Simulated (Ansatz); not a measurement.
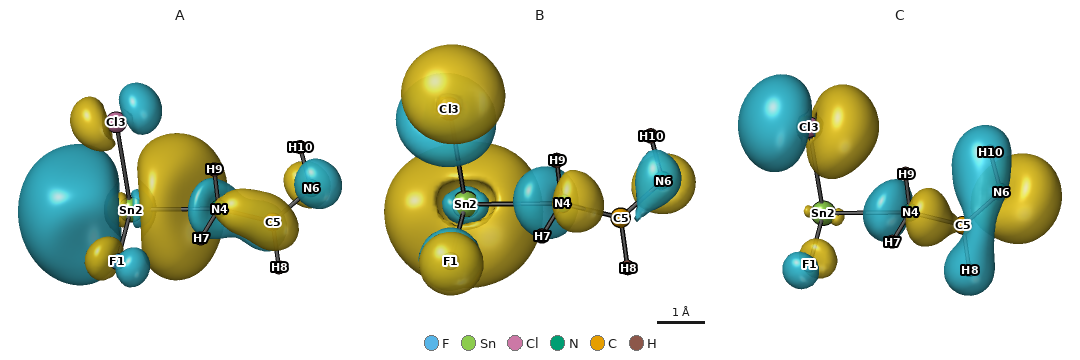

CH₄ClFN₂Sn. Three frontier orbitals at ±0.08 Å⁻³ᐟ² (yellow and cyan are the two phases), in no order.

Core potentials replace the inner electrons of Sn.

All numbers below come from RKS PBE0-D4/def2-SVP (Ansatz).

The calculation's input:

```
crystal:
  periodic: [false, false, false]
  atoms:
    - { symbol: F, position_ang: [-0.967, -2.3303, 1.4656] }
    - { symbol: Sn, position_ang: [0.1668, -1.3199, 0.2573] }
    - { symbol: Cl, position_ang: [1.9381, -2.4282, -0.7875] }
    - { symbol: "N", position_ang: [-0.7028, 0.0248, -0.9497] }
    - { symbol: C, position_ang: [-0.2181, 1.1534, -0.2132] }
    - { symbol: "N", position_ang: [0.6101, 0.5821, 0.8731] }
    - { symbol: H, position_ang: [-1.769, -0.0614, -0.7194] }
    - { symbol: H, position_ang: [-0.991, 1.7937, 0.2482] }
    - { symbol: H, position_ang: [-0.3189, 0.3934, -1.84321] }
    - { symbol: H, position_ang: [1.619, 0.725, 0.6615] }
basis:
  gaussian: { orbitals: def2-SVP }
hamiltonian:
  xc: pbe0
  dispersion: d4
relax:
  f_tol: 0.02
  max_steps: 50
output:
  orbitals: {}
```

Run with:

```sh
ansatz run input.yaml --threads 2 --pin off --max-ram 3072MiB --backend cpu --events-out ev --progress --plain --runs-dir out
```

The fields are those of the relaxed geometry.

Question: Which picture is the HOMO−1, the HOMO and the LUMO?

Answer: C is the HOMO−1 (−8.32 eV). It lies mainly on Cl3 (about 40 %), N6 (about 35 %), N4 (about 10 %) and C5 (about 5 %); largely a combination of lone pairs on Cl3, N6 and N4. B is the HOMO (−7.62 eV). Its weight (Hirshfeld) is mainly on Sn2 (about 50 %), Cl3 (about 30 %), F1 (about 10 %) and N4 (about 5 %). A is the LUMO (−1.68 eV). It lies mainly on Sn2 (about 75 %).

Question: What is the HOMO–LUMO gap?

Answer: 5.94 eV between the orbital energies.
